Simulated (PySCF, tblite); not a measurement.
# C2H13O2PSi3: geometry, infrared bands and NMR shifts

What infrared bands and NMR shifts should C2H13O2PSi3 (`CCO[SiH2]O[Si@@H]([SiH3])P`) show?

Programs: tblite 0.8.0 and PySCF 2.14.0, with density-fitted response routines of our own. Each step states its level of theory. These are calculated values for one molecule in the gas phase, unless marked as measured. Atoms count from 0, in the outputs and in this text.

## Step 1: The starting structure

21 atoms, charge 0, multiplicity 1; geometry from: force field or distance geometry start.

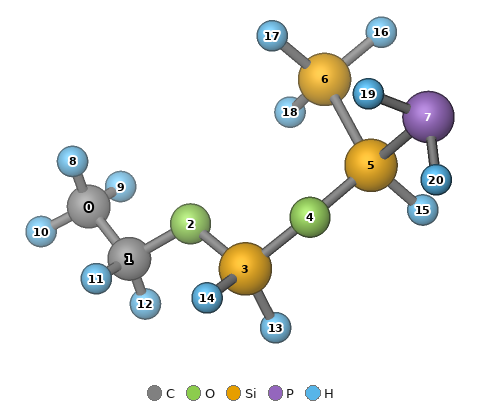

The starting geometry (carbon grey, oxygen green, silicon amber, phosphorus purple, hydrogen blue), atoms numbered.

## Step 2: Geometry optimisation with GFN2-xTB

What the job is given:

```
{"job": {"kind": "relax", "xc": "GFN2-xTB", "basis": "xTB"}, "charge": 0, "multiplicity": 1}
C     -2.803200     0.965800    -1.695000
C     -2.669700     0.214000    -0.397200
O     -1.275100     0.172400    -0.043600
Si    -0.829300    -0.605700     1.332800
O      0.806100    -0.484400     1.547200
Si     2.190500    -0.844300     0.706600
Si     2.264100     0.144300    -1.388900
P      3.887800    -0.142500     1.988200
H     -2.416100     1.983600    -1.593300
H     -2.240600     0.481500    -2.484600
H     -3.863700     1.019300    -2.000400
H     -3.244300     0.716900     0.396300
H     -3.059300    -0.807000    -0.505400
H     -1.201200    -2.041000     1.226500
H     -1.527300     0.002600     2.500200
H      2.313200    -2.319300     0.610300
H      3.561200    -0.149000    -2.052300
H      2.122000     1.614900    -1.283700
H      1.177800    -0.384400    -2.251200
H      3.394400     1.157800     2.232000
H      3.403900    -0.678300     3.206800
```

Launch:

```sh
OMP_NUM_THREADS=1 python probes_run.py task.json out
```

One launch serves the whole session: the jobs run in the order shown.

**Question.** This job is followed by: GFN2-xTB harmonic vibrations, gas phase; GIAO PBE0/pcSseg-1 NMR shielding, non-relativistic, gas phase. Predict these results of the whole session: strongest single infrared mode (GFN2-xTB); zero-point energy (GFN2-xTB); ¹³C shifts against TMS (PBE0/pcSseg-1); ¹H shifts against TMS (PBE0/pcSseg-1, means over atoms taken as alike); ¹⁷O shifts against H2O (PBE0/pcSseg-1); ²⁹Si shifts against TMS (PBE0/pcSseg-1); ³¹P shifts against H3PO4 (PBE0/pcSseg-1).

The runs gave:

| quantity | value |
| --- | --- |
| strongest single infrared mode (GFN2-xTB) | 1065 cm⁻¹, 731 km/mol |
| zero-point energy (GFN2-xTB) | 88.2 kcal/mol |
| ¹³C shifts against TMS (PBE0/pcSseg-1) | 60.0, 20.6 ppm |
| ¹H shifts against TMS (PBE0/pcSseg-1, means over atoms taken as alike) | 6.08, 4.94, 4.90, 4.00, 3.95, 3.58, 1.45, 1.10 ppm |
| ¹⁷O shifts against H2O (PBE0/pcSseg-1) | 53.1, 46.1 ppm |
| ²⁹Si shifts against TMS (PBE0/pcSseg-1) | -3.0, -37.1, -110.0 ppm |
| ³¹P shifts against H3PO4 (PBE0/pcSseg-1) | -276.8 ppm |

What this shows: The optimisation took 237 steps and gained 0.366 eV; among the close pairs (by a distance rule), Si3–O4 changed most, from 1.654 to 1.608 Å. The lowest mode is slightly imaginary (14i cm⁻¹), a soft motion within the noise of the Hessian, so the minimum is not strictly shown. The strongest single mode, at 1065 cm⁻¹, moves mainly O4. GFN2-xTB is a fitted tight-binding method: band positions and strengths are rough. Its intensities can rank the bands wrongly. The most deshielded carbon is C1 (sp3 CH2 bonded to O), at 60.0 ppm: pulled downfield by the heteroatom. At PBE0/pcSseg-1: The widest tensor belongs to O4: span 148 ppm, with a paramagnetic part of -114 ppm.
